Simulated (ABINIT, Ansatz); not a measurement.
# CsCdCl3 (Pm-3m): G0W0 with ABINIT, start to end, part 2 of 3

How does a plane-wave GW calculation on CsCdCl3 (Pm-3m) run from the first input to the gap?

ABINIT 10.8.3; LDA and many-body steps on it, plane waves. Known limits of the many-body steps: not at the basis limit; d shell near the gap, gap tends to lie low; no spin-orbit coupling; coarse k mesh.

So far. Step 2 (Ground state): The gap is indirect, with the least direct gap 0.58 eV higher.

The database entry behind the starting cell is an old determination (1928), so it need not match the best structure at ambient conditions.

## 3. Bands along the symmetry lines

Level of this step: DFT, LDA, plane waves, norm-conserving pseudopotentials (ABINIT).

Levels along a band path, at the cheap level, show where the edges lie and whether the meshes to come will hold them.

run.abi

```
acell 3*1.0 Angstrom
rprim 
  5.200000000000 0.000000000000 0.000000000000
  0.000000000000 5.200000000000 0.000000000000
  0.000000000000 0.000000000000 5.200000000000
ntypat 3
znucl 55 48 17
natom 5
typat 1 2 3 3 3
xred 
  0.000000000000 0.000000000000 0.000000000000
  0.500000000000 0.500000000000 0.500000000000
  0.000000000000 0.500000000000 0.500000000000
  0.500000000000 0.000000000000 0.500000000000
  0.500000000000 0.500000000000 0.000000000000
pp_dirpath "pseudos"
pseudos "Cs.upf, Cd.upf, Cl.upf"
ecut 47
iscf -2
irdden 1
kptopt 0
nkpt 26
kpt 
  0.00000000 0.00000000 0.00000000
  0.00000000 0.12500000 0.00000000
  0.00000000 0.25000000 0.00000000
  0.00000000 0.37500000 0.00000000
  0.00000000 0.50000000 0.00000000
  0.12500000 0.50000000 0.00000000
  0.25000000 0.50000000 0.00000000
  0.37500000 0.50000000 0.00000000
  0.50000000 0.50000000 0.00000000
  0.37500000 0.37500000 0.00000000
  0.25000000 0.25000000 0.00000000
  0.12500000 0.12500000 0.00000000
  0.00000000 0.00000000 0.00000000
  0.12500000 0.12500000 0.12500000
  0.25000000 0.25000000 0.25000000
  0.37500000 0.37500000 0.37500000
  0.50000000 0.50000000 0.50000000
  0.37500000 0.50000000 0.37500000
  0.25000000 0.50000000 0.25000000
  0.12500000 0.50000000 0.12500000
  0.00000000 0.50000000 0.00000000
  0.50000000 0.50000000 0.50000000
  0.50000000 0.50000000 0.37500000
  0.50000000 0.50000000 0.25000000
  0.50000000 0.50000000 0.12500000
  0.50000000 0.50000000 0.00000000
istwfk *1
nband 32
nbdbuf 2
tolwfr 1e-08
nstep 40
prtwf 0
prtvol 0
indata_prefix "in"
outdata_prefix "out"
tmpdata_prefix "tmp"
```

Run with:

```console
OMP_NUM_THREADS=1 mpirun -n 4 abinit run.abi > log
```

Numbers of over 12 decimals in the logs are rounded to 6 here.

Log:

```text
.Version 10.8.3 of ABINIT. v10.8.2 released Aug 2026.

 Symmetries : space group Pm -3 m (#221); Bravais cP (primitive cubic)
[... echo of the input left out ...]
== DATASET  1 ==================================================================
-   mpi_nproc: 4, omp_nthreads: 1 (-1 if OMP is not activated)

--- !DatasetInfo
iteration_state: {dtset: 1, }
dimensions: {natom: 5, nkpt: 26, mband: 32, nsppol: 1, nspinor: 1, nspden: 1, mpw: 14656, }
cutoff_energies: {ecut:  47.0, pawecutdg:  -1.0, }
electrons: {nelect:   5.00000000E+01, charge:   0.00000000E+00, occopt:   1.00000000E+00, tsmear:   1.00000000E-02, }

 Real(R)+Recip(G) space primitive vectors, cartesian coordinates (Bohr,Bohr^-1):
 R(1)=  9.8265759  0.0000000  0.0000000  G(1)=  0.1017648  0.0000000  0.0000000
 R(2)=  0.0000000  9.8265759  0.0000000  G(2)=  0.0000000  0.1017648  0.0000000
 R(3)=  0.0000000  0.0000000  9.8265759  G(3)=  0.0000000  0.0000000  0.1017648
 Unit cell volume ucvol=  9.4886982E+02 bohr^3
 Angles (23,13,12)=  9.00000000E+01  9.00000000E+01  9.00000000E+01 degrees

 getcut: wavevector=  0.0000  0.0000  0.0000  ngfft=  64  64  64
         ecut(hartree)=     47.000   => boxcut(ratio)=   2.11039

--- Pseudopotential description ------------------------------------------------
- Cs Generated using ONCVPSP code by D. R. Hamann
- 55.00000   9.00000  201201                  znucl, zion, pspdat
12 -1012 3 -1 2328                            pspcod,pspxc,lmax,lloc,mmax
     nproj     2     2     2     2
  pspatm : epsatm=   21.68725381
         --- l  ekb(1:nproj) -->
             0    6.247599    0.778427
             1    6.343167    0.797067
             2    3.778962    0.917083
[...]
pspatm: atomic psp has been read  and splines computed

- Cd Generated using ONCVPSP code by D. R. Hamann
- 48.00000  20.00000  180309                  znucl, zion, pspdat
12 -1012 2 -1 1336                            pspcod,pspxc,lmax,lloc,mmax
     nproj     2     2     2     0
  pspatm : epsatm=   23.37058476
         --- l  ekb(1:nproj) -->
[...]
pspatm: atomic psp has been read  and splines computed

- Cl Generated using ONCVPSP code by D. R. Hamann
- 17.00000   7.00000  180309                  znucl, zion, pspdat
12 -1012 2 -1 1016                            pspcod,pspxc,lmax,lloc,mmax
     nproj     2     2     2     0
  pspatm : epsatm=    8.88507506
         --- l  ekb(1:nproj) -->
[...]
pspatm: atomic psp has been read  and splines computed

--------------------------------------------------------------------------------

================================================================================
 prteigrs : about to open file out_EIG
 Non-SCF case, kpt    1 (  0.00000  0.00000  0.00000), residuals and eigenvalues=
  3.58E-09  3.23E-09  5.39E-09  8.33E-09  5.93E-09  4.51E-09  5.54E-09  8.00E-09
[...]
Non-SCF case, kpt   25 (  0.50000  0.50000  0.12500), residuals and eigenvalues=
[...]
3.7073E-01  3.8223E-01
 Non-SCF case, kpt   26 (  0.50000  0.50000  0.00000), residuals and eigenvalues=
[...]
-7.8927E-03  2.0998E-02  2.0998E-02  2.2712E-02  2.2712E-02  5.1255E-02
  6.1435E-02  2.8349E-01  3.1982E-01  3.1982E-01  3.4350E-01  3.5923E-01
  3.8257E-01  3.8534E-01

--- !ResultsGS
iteration_state: {dtset: 1, }
comment   : Summary of ground state results
lattice_vectors:
- [  9.8265759,   0.0000000,   0.0000000, ]
- [  0.0000000,   9.8265759,   0.0000000, ]
- [  0.0000000,   0.0000000,   9.8265759, ]
lattice_lengths: [   9.82658,    9.82658,    9.82658, ]
lattice_angles: [ 90.000,  90.000,  90.000, ] # degrees, (23, 13, 12)
lattice_volume:   9.4886982E+02
convergence: {deltae:  0.000E+00, res2:  0.000E+00, residm:  9.987E-09, diffor:  0.000E+00, }
etotal    :  -2.48198718E+02
entropy   :   0.00000000E+00
fermie    :   6.17708590E-02
cartesian_stress_tensor: null
pressure_GPa: null
xred      :
- [  0.0000E+00,   0.0000E+00,   0.0000E+00, Cs]
- [  5.0000E-01,   5.0000E-01,   5.0000E-01, Cd]
- [  0.0000E+00,   5.0000E-01,   5.0000E-01, Cl]
- [  5.0000E-01,   0.0000E+00,   5.0000E-01, Cl]
- [  5.0000E-01,   5.0000E-01,   0.0000E+00, Cl]
cartesian_forces: null
force_length_stats: {min: null, max: null, mean: null, }

 Integrated electronic density in atomic spheres:
 ------------------------------------------------
 Atom  Sphere_radius  Integrated_density
[...]
================================================================================

 ----iterations are completed or convergence reached----

 Mean square residual over all n,k,spin=   65.528E-10; max=  99.870E-10
 reduced coordinates (array xred) for    5 atoms
[...]
0.500000000000      0.000000000000      0.500000000000
       0.500000000000      0.500000000000      0.000000000000

 cartesian coordinates (angstrom) at end:
    1      0.000000     0.000000     0.000000
    2      2.600000     2.600000     2.600000
    3      0.000000     2.600000     2.600000
    4      2.600000     0.000000     2.600000
    5      2.600000     2.600000     0.000000
 length scales=  1.889726125908  1.889726125908  1.889726125908 bohr
              =  1.000000000000  1.000000000000  1.000000000000 angstroms
 prteigrs : about to open file out_EIG
 Eigenvalues (hartree) for nkpt=  26  k points:
 kpt#   1, nband= 32, wtk=  1.00000, kpt=  0.0000  0.0000  0.0000 (reduced coord)
[...]
kpt#   2, nband= 32, wtk=  1.00000, kpt=  0.0000  0.1250  0.0000 (reduced coord)
[...]
kpt#   3, nband= 32, wtk=  1.00000, kpt=  0.0000  0.2500  0.0000 (reduced coord)
[...]
kpt#  25, nband= 32, wtk=  1.00000, kpt=  0.5000  0.5000  0.1250 (reduced coord)
[...]
kpt#  26, nband= 32, wtk=  1.00000, kpt=  0.5000  0.5000  0.0000 (reduced coord)
[...]
-0.07607   -0.03226   -0.00789    0.02100    0.02100    0.02271    0.02271    0.05125
   0.06144    0.28349    0.31982    0.31982    0.34350    0.35923    0.38257    0.38534

== END DATASET(S) ==============================================================
================================================================================

 -outvars: echo values of variables after computation  --------
            nband          32
             nkpt          26
          spgroup         221
 [... the other variables as echoed above ...]

 Calculation completed.
```

Elapsed: 2.3 min, on 4 MPI ranks of Intel Xeon Platinum 8375C at 2.90GHz (Ice Lake), shared host; peak memory 0.6 GiB; 9.2 min of CPU time.

Numbers from this step:

| Item | Value |
| --- | --- |
| gap | 1.511 eV |
| k of the valence top | 0.5, 0.5, 0.5 |
| k of the conduction bottom | 0, 0, 0 |
| least direct gap | 2.094 eV |

The gap is 1.511 eV, as in the run before at this level.

The electronic bands at the labelled points (eV, zero at the top of the highest filled band):

```csv
point,band 22,band 23,band 24,band 25,band 26,band 27,band 28,band 29
Γ,-0.91,-0.58,-0.58,-0.58,1.51,5.56,5.90,5.90
X,-0.90,-0.90,-0.85,-0.85,4.25,6.93,7.24,7.75
M,-1.06,-1.06,-0.29,-0.01,6.03,7.02,7.02,7.67
Γ,-0.91,-0.58,-0.58,-0.58,1.51,5.56,5.90,5.90
R,-0.27,-0.27,0.00,0.00,5.65,5.65,5.65,7.25
X,-0.90,-0.90,-0.85,-0.85,4.25,6.93,7.24,7.75
jump to R,-0.27,-0.27,0.00,0.00,5.65,5.65,5.65,7.25
M,-1.06,-1.06,-0.29,-0.01,6.03,7.02,7.02,7.67
```

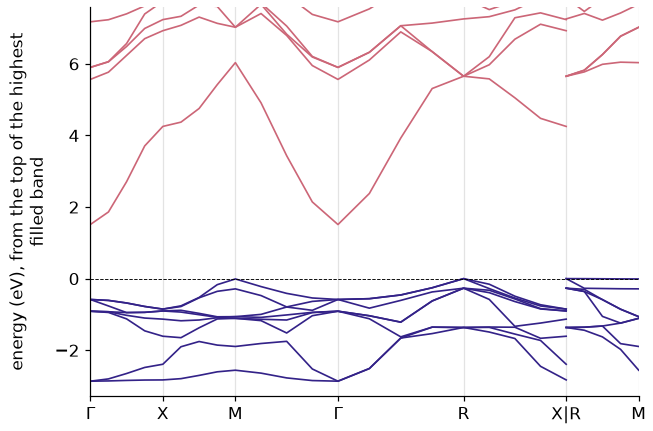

Electronic bands along the path; lines of filled and empty bands in two colours.

## 4. Empty states on the mesh, 2×2×2 mesh, 488 bands

The sums over transitions need many empty states on a uniform mesh; this step solves for them.

run.abi

```
acell 3*1.0 Angstrom
rprim 
  5.200000000000 0.000000000000 0.000000000000
  0.000000000000 5.200000000000 0.000000000000
  0.000000000000 0.000000000000 5.200000000000
ntypat 3
znucl 55 48 17
natom 5
typat 1 2 3 3 3
xred 
  0.000000000000 0.000000000000 0.000000000000
  0.500000000000 0.500000000000 0.500000000000
  0.000000000000 0.500000000000 0.500000000000
  0.500000000000 0.000000000000 0.500000000000
  0.500000000000 0.500000000000 0.000000000000
pp_dirpath "pseudos"
pseudos "Cs.upf, Cd.upf, Cl.upf"
ecut 47
ngkpt 2 2 2
nshiftk 1
shiftk 0 0 0
kptopt 1
chksymbreak 0
iscf -2
irdden 1
istwfk *1
nband 488
nbdbuf 44
tolwfr 1e-09
nstep 60
prtvol 0
indata_prefix "in"
outdata_prefix "out"
tmpdata_prefix "tmp"
```

Log:

```text
.Version 10.8.3 of ABINIT. v10.8.2 released Aug 2026.

 Symmetries : space group Pm -3 m (#221); Bravais cP (primitive cubic)
[... echo of the input left out ...]
== DATASET  1 ==================================================================
-   mpi_nproc: 4, omp_nthreads: 1 (-1 if OMP is not activated)

--- !DatasetInfo
iteration_state: {dtset: 1, }
dimensions: {natom: 5, nkpt: 4, mband: 488, nsppol: 1, nspinor: 1, nspden: 1, mpw: 14604, }
cutoff_energies: {ecut:  47.0, pawecutdg:  -1.0, }
electrons: {nelect:   5.00000000E+01, charge:   0.00000000E+00, occopt:   1.00000000E+00, tsmear:   1.00000000E-02, }

 Real(R)+Recip(G) space primitive vectors, cartesian coordinates (Bohr,Bohr^-1):
 R(1)=  9.8265759  0.0000000  0.0000000  G(1)=  0.1017648  0.0000000  0.0000000
 R(2)=  0.0000000  9.8265759  0.0000000  G(2)=  0.0000000  0.1017648  0.0000000
 R(3)=  0.0000000  0.0000000  9.8265759  G(3)=  0.0000000  0.0000000  0.1017648
 Unit cell volume ucvol=  9.4886982E+02 bohr^3
 Angles (23,13,12)=  9.00000000E+01  9.00000000E+01  9.00000000E+01 degrees

 getcut: wavevector=  0.0000  0.0000  0.0000  ngfft=  64  64  64
         ecut(hartree)=     47.000   => boxcut(ratio)=   2.11039

--- Pseudopotential description ------------------------------------------------
- Cs Generated using ONCVPSP code by D. R. Hamann
- 55.00000   9.00000  201201                  znucl, zion, pspdat
12 -1012 3 -1 2328                            pspcod,pspxc,lmax,lloc,mmax
     nproj     2     2     2     2
  pspatm : epsatm=   21.68725381
         --- l  ekb(1:nproj) -->
             0    6.247599    0.778427
             1    6.343167    0.797067
             2    3.778962    0.917083
[...]
pspatm: atomic psp has been read  and splines computed

- Cd Generated using ONCVPSP code by D. R. Hamann
- 48.00000  20.00000  180309                  znucl, zion, pspdat
12 -1012 2 -1 1336                            pspcod,pspxc,lmax,lloc,mmax
     nproj     2     2     2     0
  pspatm : epsatm=   23.37058476
         --- l  ekb(1:nproj) -->
[...]
pspatm: atomic psp has been read  and splines computed

- Cl Generated using ONCVPSP code by D. R. Hamann
- 17.00000   7.00000  180309                  znucl, zion, pspdat
12 -1012 2 -1 1016                            pspcod,pspxc,lmax,lloc,mmax
     nproj     2     2     2     0
  pspatm : epsatm=    8.88507506
         --- l  ekb(1:nproj) -->
[...]
pspatm: atomic psp has been read  and splines computed

--------------------------------------------------------------------------------

================================================================================
 prteigrs : about to open file out_EIG
 Non-SCF case, kpt    1 (  0.00000  0.00000  0.00000), residuals and eigenvalues=
  1.21E-10  4.82E-10  5.86E-10  7.02E-10  5.41E-10  3.63E-10  6.05E-11  2.56E-10
  2.72E-10  9.74E-10  5.05E-10  4.22E-10  2.29E-10  1.16E-10  4.57E-10  7.07E-10
  3.87E-10  5.57E-10  8.49E-10  2.42E-10  3.68E-10  6.21E-10  4.00E-10  6.31E-10
[...]
-3.6276E+00 -2.2005E+00 -2.2005E+00 -2.2005E+00 -6.3658E-01 -4.3689E-01
 -4.1646E-01 -4.1646E-01 -1.7869E-01 -1.7869E-01 -1.7869E-01 -1.6812E-01
 -1.6812E-01 -1.5338E-01 -1.5338E-01 -1.5338E-01 -4.3529E-02 -4.3529E-02
[...]
4.3765E+00  4.3765E+00  4.3765E+00  4.3910E+00  4.4150E+00  4.4150E+00
  4.4151E+00  4.4176E+00  4.4177E+00  4.4369E+00  4.4370E+00  4.4373E+00
  4.4452E+00  4.5252E+00
 prteigrs : prtvol=0 or 1, do not print more k-points.

--- !ResultsGS
iteration_state: {dtset: 1, }
comment   : Summary of ground state results
lattice_vectors:
- [  9.8265759,   0.0000000,   0.0000000, ]
- [  0.0000000,   9.8265759,   0.0000000, ]
- [  0.0000000,   0.0000000,   9.8265759, ]
lattice_lengths: [   9.82658,    9.82658,    9.82658, ]
lattice_angles: [ 90.000,  90.000,  90.000, ] # degrees, (23, 13, 12)
lattice_volume:   9.4886982E+02
convergence: {deltae:  0.000E+00, res2:  0.000E+00, residm:  9.943E-10, diffor:  0.000E+00, }
etotal    :  -2.48198718E+02
entropy   :   0.00000000E+00
fermie    :   6.17708590E-02
cartesian_stress_tensor: null
pressure_GPa: null
xred      :
- [  0.0000E+00,   0.0000E+00,   0.0000E+00, Cs]
- [  5.0000E-01,   5.0000E-01,   5.0000E-01, Cd]
- [  0.0000E+00,   5.0000E-01,   5.0000E-01, Cl]
- [  5.0000E-01,   0.0000E+00,   5.0000E-01, Cl]
- [  5.0000E-01,   5.0000E-01,   0.0000E+00, Cl]
cartesian_forces: null
force_length_stats: {min: null, max: null, mean: null, }

 Integrated electronic density in atomic spheres:
 ------------------------------------------------
 Atom  Sphere_radius  Integrated_density
[...]
================================================================================

 ----iterations are completed or convergence reached----

 Mean square residual over all n,k,spin=   41.964E-11; max=  99.428E-11
 reduced coordinates (array xred) for    5 atoms
[...]
0.500000000000      0.000000000000      0.500000000000
       0.500000000000      0.500000000000      0.000000000000

 cartesian coordinates (angstrom) at end:
    1      0.000000     0.000000     0.000000
    2      2.600000     2.600000     2.600000
    3      0.000000     2.600000     2.600000
    4      2.600000     0.000000     2.600000
    5      2.600000     2.600000     0.000000
 length scales=  1.889726125908  1.889726125908  1.889726125908 bohr
              =  1.000000000000  1.000000000000  1.000000000000 angstroms
 prteigrs : about to open file out_EIG
 Eigenvalues (hartree) for nkpt=   4  k points:
 kpt#   1, nband=488, wtk=  0.12500, kpt=  0.0000  0.0000  0.0000 (reduced coord)
[...]
4.37569    4.37570    4.37649    4.37649    4.37650    4.39096    4.41501    4.41503
   4.41507    4.41759    4.41774    4.43693    4.43701    4.43728    4.44519    4.52520
 prteigrs : prtvol=0 or 1, do not print more k-points.

== END DATASET(S) ==============================================================
================================================================================

 -outvars: echo values of variables after computation  --------
            nband         488
             nkpt           4
          spgroup         221
 [... the other variables as echoed above ...]

 Calculation completed.
```

It took 14 min on 4 MPI ranks; peak memory 0.95 GiB.

This step gave:

```yaml
gap: 1.511 eV
k_of_the_valence_top: 0.5, 0.5, 0.5
k_of_the_conduction_bottom: 0, 0, 0
least_direct_gap: 2.094 eV
k_points_computed: 4
lowest_point_of_the_top_converged_band_above_the_valence_top: 111.0061 eV
```

On this mesh the gap is 1.511 eV.

## 5. Screening, 2×2×2 mesh, 444 bands, screening to 217.7 eV

The RPA dielectric matrix is built and inverted for each q.

This step: RPA screening on LDA, plane waves, norm-conserving pseudopotentials.

run.abi: that of step 4 with these lines changed.

```diff
@@ -23,10 +23,11 @@
 chksymbreak 0
-iscf -2
-irdden 1
 istwfk *1
-nband 488
-nbdbuf 44
-tolwfr 1e-09
-nstep 60
-prtvol 0
+occopt 1
+irdwfk 1
+optdriver 3
+nband 444
+ecuteps 8
+inclvkb 2
+awtr 1
+symchi 1
 indata_prefix "in"
```

Log:

```text
.Version 10.8.3 of ABINIT. v10.8.2 released Aug 2026.

 Symmetries : space group Pm -3 m (#221); Bravais cP (primitive cubic)
[... echo of the input left out ...]
== DATASET  1 ==================================================================
-   mpi_nproc: 4, omp_nthreads: 1 (-1 if OMP is not activated)

--- !DatasetInfo
iteration_state: {dtset: 1, }
dimensions: {natom: 5, nkpt: 4, mband: 444, nsppol: 1, nspinor: 1, nspden: 1, mpw: 14604, }
cutoff_energies: {ecut:  47.0, pawecutdg:  -1.0, }
electrons: {nelect:   5.00000000E+01, charge:   0.00000000E+00, occopt:   1.00000000E+00, tsmear:   1.00000000E-02, }

 SCREENING: Calculation of the susceptibility and dielectric matrices

 Based on a program developped by R.W. Godby, V. Olevano, G. Onida, and L. Reining.
 Incorporated in ABINIT by V. Olevano, G.-M. Rignanese, and M. Torrent.
.Using double precision arithmetic ; gwpc =  8

[... cell and pseudopotentials left out ...]
--------------------------------------------------------------------------------

 ==== K-mesh for the wavefunctions ====
 Number of points in the irreducible wedge :     4
[... list of points left out ...]
 Together with 48 symmetry operations and time-reversal symmetry
 yields     8 points in the full Brillouin Zone.

 ==== Q-mesh for the screening function ====
 Number of points in the irreducible wedge :     4
[... list of points left out ...]
 Together with 48 symmetry operations and time-reversal symmetry
 yields     8 points in the full Brillouin Zone.

 setmesh: FFT mesh size selected  =    45x   45x   45
          total number of points  =        91125

 vcoul_init : cutoff-mode = AUXILIARY_FUNCTION
 q-points for optical limit:   1
     1)      0.000010    0.000020    0.000030

- screening: taking advantage of time-reversal symmetry
- Maximum band index for partially occupied states nbvw = 25
- Remaining bands to be divided among processors   nbcw = 419
- Number of bands treated by each node ~104

 Number of electrons calculated from density =   50.0000; Expected =   50.0000
 average of density, n =  0.052694
 r_s =    1.6547
 omega_plasma =   22.1430 [eV]

 calculating chi0 at frequencies [eV] :
  1    0.000000E+00    0.000000E+00
  2    0.000000E+00    2.214304E+01

--------------------------------------------------------------------------------
  q-point number  1        q = ( 0.000000, 0.000000, 0.000000) [r.l.u.]
--------------------------------------------------------------------------------
[... chi0 elements left out ...]
 For q-point:  0.000010 0.000020 0.000030
  dielectric constant =   4.5406
  dielectric constant without local fields =   5.0094

  Average fulfillment of the sum rule on Im[epsilon] for q-point    1 :     82.52  [%]
[... wings left out ...]
  q-point number  2        q = ( 0.500000, 0.000000, 0.000000) [r.l.u.]
--------------------------------------------------------------------------------
[... chi0 elements left out ...]
  Average fulfillment of the sum rule on Im[epsilon] for q-point    2 :     85.57  [%]

 [... 2 further q-points ...]
```

It took 5 min on 4 MPI ranks; peak memory 4.5 GiB; 20 min of CPU time.

Numbers from this step:

- ε∞ with local fields, on this mesh, along the program's q direction: 4.541
- the same without local fields: 5.009
- plasma frequency: 22.14 eV
- plane waves in the screening matrix: 1021

Local fields lower ε∞ by 9 %. On a Γ-centred mesh this coarse the value itself is usually too large, while a short band sum pulls it down.

(Part 2 of 3 ends here.)

[Paths, hosts, dates, memory and timing lines, banners, echoed tables and standing remarks are left out of the program output.]

[Logs are printed without paths, hosts, clocks, repeated set-up lines and the standing remarks that a program may print on its own settings, such as how far it seeks lower states.]

[Runs of the session that timed out or met a known fault of the program may be left out.]

[Hosts, paths, dates, database ids (printed as entryN), source tags and the programs' standing remarks are cut or masked in the printed files.]

[G0W0 gaps are taken among the corrected bands and points alone; a level outside them can change the order at an edge.]

[Where Ansatz stands beside ABINIT at settings called matched, ABINIT's density can come from a denser mesh and the files from another edition; pairs whose starting gaps differed by over 0.03 eV were left out, so agreement reads better than it is.]
